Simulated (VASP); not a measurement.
# Te2Mo: cell size against the level of theory, part 4 of 4

Which functional gives the lattice of Te2Mo as experiment finds it, and is a dearer one worth its cost? The start is a cell from a database of measured crystal structures.

VASP 6.6.1, plane waves and PAW; the level of theory is named at each step.

Still holding for the runs below: This run has no spin polarisation, although Mo can carry a moment.

So far. Step 7 (Relaxation with optB86b-vdW): It ends at 25.31 Å³/atom, +1.4 % from the start, with -0.02 GPa left. The conventional cell has a = 3.533 and c = 14.053 Å. Step 8 (Relaxation with vdW-DF-cx): It ends at 24.66 Å³/atom, -1.2 % from the start, with 0.04 GPa left. The conventional cell has a = 3.505 and c = 13.904 Å.

## 9. Relaxation with revPBE + D3(BJ)

This step: revPBE with D3(BJ); plane waves and PAW (Te, Mo_sv) (VASP 6.6.1).

revPBE by itself binds more weakly than PBE and expands cells; dispersion terms fitted to it are the larger for that.

File INCAR:

```
SYSTEM = Te2Mo
PREC = Accurate
ENCUT = 520
EDIFF = 1E-06
NELM = 100
ISMEAR = -1
SIGMA = 0.05
LREAL = .FALSE.
ALGO = Normal
GGA = RE
IVDW = 12
NBANDS = 32
LASPH = .TRUE.
LORBIT = 11
LWAVE = .FALSE.
LCHARG = .FALSE.
KPAR = 4
IBRION = 2
NSW = 60
ISIF = 3
EDIFFG = -0.01
```

File POSCAR:

```
Te2Mo
1.0
    3.5182000000      0.0000000000      0.0000000000
   -1.7591000000      3.0468505756      0.0000000000
    0.0000000000      0.0000000000     13.9736000000
Te Mo
4 2
Direct
    0.3333333333      0.6666666667      0.6210000000
    0.6666666667      0.3333333333      0.1210000000
    0.3333333333      0.6666666667      0.8790000000
    0.6666666667      0.3333333333      0.3790000000
    0.3333333333      0.6666666667      0.2500000000
    0.6666666667      0.3333333333      0.7500000000
```

File KPOINTS:

```
Automatic mesh
0
Gamma
7 7 2
0 0 0
```

The projector-augmented-wave data sets are Te and Mo_sv (PBE family, release 64).

Run with:

```console
mpirun -np 4 vasp_std
```

The program printed:

```text
[banner, memory and clock lines left out]
running    4 mpi-ranks, on    1 nodes
[...]
[... a notice as in an earlier step ...]

 LDA part: xc-table for (Slater+PW92), standard interpolation
 POSCAR, INCAR and KPOINTS ok, starting setup
[...]
entering main loop
       N       E                     dE             d eps       ncg     rms          rms(c)
DAV:   1     0.409936223383E+03    0.40994E+03   -0.27304E+04  1176   0.146E+03
DAV:   2    -0.117924428784E+02   -0.42173E+03   -0.41224E+03  1264   0.342E+02
DAV:   3    -0.343320755866E+02   -0.22540E+02   -0.22284E+02  1304   0.681E+01
DAV:   4    -0.348907450861E+02   -0.55867E+00   -0.55747E+00  1216   0.106E+01
[...]
DAV:  13    -0.337326333887E+02    0.96086E-05   -0.12198E-04  1256   0.581E-02    0.570E-02
DAV:  14    -0.337326378812E+02   -0.44925E-05   -0.10356E-05  1144   0.136E-02    0.398E-02
DAV:  15    -0.337326378179E+02    0.63334E-07   -0.24022E-06  1064   0.717E-03
   1 F= -.39797057E+02 E0= -.39797047E+02  d E =-.397971E+02
[... from here on, the cycles between the ionic steps are left out ...]
   2 F= -.39823234E+02 E0= -.39823223E+02  d E =-.261774E-01
   3 F= -.39834611E+02 E0= -.39834601E+02  d E =-.375546E-01
   4 F= -.39874478E+02 E0= -.39874465E+02  d E =-.398663E-01
   5 F= -.39877170E+02 E0= -.39877153E+02  d E =-.425588E-01
   6 F= -.39905099E+02 E0= -.39905074E+02  d E =-.279290E-01
   7 F= -.39926102E+02 E0= -.39925969E+02  d E =-.489317E-01
   8 F= -.39926261E+02 E0= -.39926152E+02  d E =-.490906E-01
   9 F= -.39926264E+02 E0= -.39926148E+02  d E =-.490935E-01
  10 F= -.39926479E+02 E0= -.39926360E+02  d E =-.215304E-03
  11 F= -.39926498E+02 E0= -.39926380E+02  d E =-.234590E-03
  12 F= -.39926311E+02 E0= -.39926197E+02  d E =0.187168E-03
  13 F= -.39926536E+02 E0= -.39926420E+02  d E =-.381501E-04
[...]
reached required accuracy - stopping structural energy minimisation
```

Elapsed: 4.4 min, on 4 MPI ranks of Intel Xeon Platinum 8259CL at 2.50GHz (Skylake/Cascade Lake), shared host; peak memory 1.4 GiB; 17 min of CPU time.

Parts of OUTCAR (step 9):

```text
 Edisp (eV)   -6.52332

 Edisp (eV)   -6.54090

  Total      -0.00040    -0.00040     0.01857     0.00000     0.00000     0.00000
  in kB      -0.00466    -0.00466     0.21440     0.00000     0.00000     0.00000
  external pressure =        0.07 kB  Pullay stress =        0.00 kB

 POSITION                                       TOTAL-FORCE (eV/Angst)
 -----------------------------------------------------------------------------------
     -0.00000      1.99815      8.21094         0.000000     -0.000000     -0.001992
      1.73045      0.99907      1.52054        -0.000000     -0.000000     -0.001992
     -0.00000      1.99815     11.86027         0.000000      0.000000      0.001992
      1.73045      0.99907      5.16987        -0.000000     -0.000000      0.001992
     -0.00000      1.99815      3.34520         0.000000      0.000000     -0.000000
      1.73045      0.99907     10.03560         0.000000     -0.000000     -0.000000
 -----------------------------------------------------------------------------------
    total drift:                               -0.000000      0.000000     -0.000000

  FREE ENERGIE OF THE ION-ELECTRON SYSTEM (eV)
  ---------------------------------------------------
  free  energy   TOTEN  =       -39.9265363704 eV

  energy  without entropy=      -39.9263029360  energy(sigma->0) =      -39.92641965

[... 2 parts as in an earlier step ...]

[... 2 further parts left out ...]
[key lines of the parts left out:]
E-fermi :   9.6738
```

It ends at 23.13 Å³/atom, -7.3 % from the start, with 0.01 GPa left. The conventional cell has a = 3.461 and c = 13.381 Å.

## 10. The cells as a table

This step: relaxed cells at several levels; plane waves and PAW (VASP 6.6.1).

This step runs nothing: it gathers the runs above.

Lengths are those of the conventional cell; cost is the wall time of each run, as given at its step, times its ranks, without the set-up around it. Results by level, by row:

```
          level  volume (Å³/atom)  change from the start (%)  a (Å)  c (Å)  cost (core minutes)
            LDA             24.09                       -3.5  3.479  13.78                 13.9
            PBE             27.64                       10.7  3.555  15.15                 32.3
         r2SCAN             26.94                        7.9  3.565  14.69                   75
   PBE + D3(BJ)             24.15                       -3.2  3.495   13.7                 12.9
    optB86b-vdW             25.31                        1.4  3.533  14.05                 88.5
      vdW-DF-cx             24.66                       -1.2  3.505   13.9                  113
revPBE + D3(BJ)             23.13                       -7.3  3.461  13.38                 17.5
```

## 11. Outcome

| Quantity | Value |
| --- | --- |
| volume, LDA | 24.09 Å³/atom |
| volume, PBE | 27.64 Å³/atom |
| volume, r2SCAN | 26.94 Å³/atom |
| volume, PBE + D3(BJ) | 24.15 Å³/atom |
| volume, optB86b-vdW | 25.31 Å³/atom |
| volume, vdW-DF-cx | 24.66 Å³/atom |
| volume, revPBE + D3(BJ) | 23.13 Å³/atom |

For Te2Mo the levels give volumes between 23.13 Å³/atom (revPBE + D3(BJ)) and 27.64 Å³/atom (PBE), a spread of 19.5 %, while the cost of the finished runs spans a factor of 8.7. Within 1 % of experiment on every length: optB86b-vdW and vdW-DF-cx. The nearest is vdW-DF-cx. Thermal and zero-point expansion, often some tenths of a per cent in length, bear on this order: with the measured lengths lowered by an assumed 0.4 % the nearest is still vdW-DF-cx. The costs hold the number of ionic steps as well as the price of the functional. Adding D3(BJ) to PBE changes the volume by -12.6 % (a by -1.7 % and c by -9.6 %). The bonds form layers, and the correction acts mostly on one axis: the spacing that dispersion holds. Within 0.02 Å all end in space group P6_3/mmc; the runs can't lower the symmetry of the start. Magnetism was not tested. Not obtained: r2SCAN + rVV10, because the run hit its time limit. Each is a single relaxation on the plane waves of the start cell, so larger changes of volume carry a basis-set error that was not tested here.

Computed beside measured:

```
              quantity  measured              LDA              PBE           r2SCAN     PBE + D3(BJ)      optB86b-vdW        vdW-DF-cx  revPBE + D3(BJ)
lattice constant a (Å)   3.52085   3.479 (-1.2 %)   3.555 (+1.0 %)   3.565 (+1.2 %)   3.495 (-0.7 %)   3.533 (+0.3 %)   3.505 (-0.4 %)   3.461 (-1.7 %)
lattice constant c (Å)   13.9664  13.783 (-1.3 %)  15.151 (+8.5 %)  14.689 (+5.2 %)  13.702 (-1.9 %)  14.053 (+0.6 %)  13.904 (-0.4 %)  13.381 (-4.2 %)
```

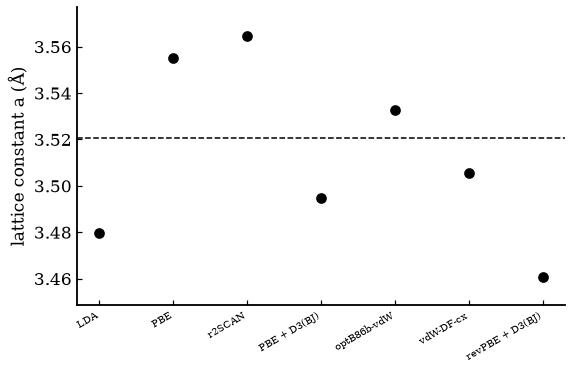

The lattice constant a by level; the dashed line is the measured value.

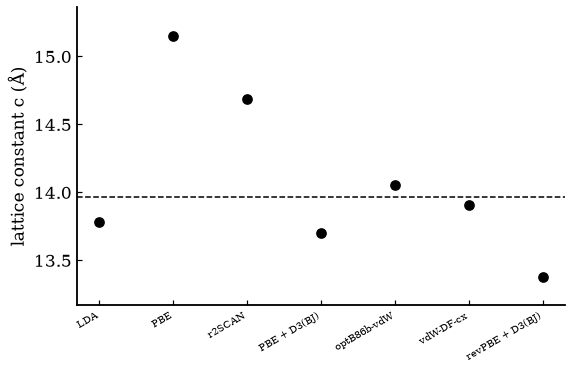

The lattice constant c by level; the dashed line is the measured value.

Measured values from arxiv:1705.00651 (2017).

How well it matches: For the lattice constant a, of the levels listed nearest comes optB86b-vdW (+0.3 %, good agreement) and farthest revPBE + D3(BJ) (-1.7 %, a clear miss). For the lattice constant c, of the levels listed nearest comes vdW-DF-cx (-0.4 %, good agreement) and farthest PBE (+8.5 %, a clear miss). The grades are ours: good and fair within 0.7 and 1.5 % for the lattice constant a and 0.8 and 2 % for the lattice constant c. Zero-point motion and thermal expansion are not in the computed lattice constants.

[Lines on the potential files, build, host, timing and source positions are cut from VASP's logs without a mark.]

[Logs are printed without paths, hosts, clocks, repeated set-up lines and the standing remarks that a program may print on its own settings, such as how far it seeks lower states.]

[Hosts, paths, dates, database ids (printed as entryN), source tags and the programs' standing remarks are cut or masked in the printed files.]

[A measured line is paired with the nearest computed mode of its activity, which favours agreement.]
